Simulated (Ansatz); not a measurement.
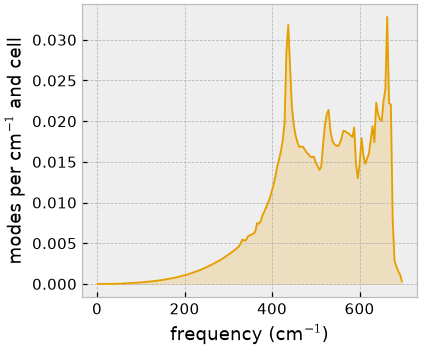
Figure: Phonon density of states of Be (hcp (Mg type), P6_3/mmc), 2 atoms a cell, the program Ansatz at the PBEsol level (PAW)

Estimate the mean frequency and the zero-point energy.

The mean is about 510 cm⁻¹, and (3/2)ħ⟨ω⟩ gives 94.6 meV/atom.

What share of the Dulong–Petit heat capacity is reached at 100 K and at 300 K?

7 % and 62 %.

The PBEsol relaxation kept the symmetry of its start. As this level gives no gap, phonon frequencies hold no LO–TO term and depend on the k-mesh and smearing (Fermi–Dirac, 0.1 eV here).

Potentials: the earlier of the program's two PAW sets. The files were generated under PBE; for other functionals the program regenerates the frozen cores, and for LDA and PBEsol the local potential too.
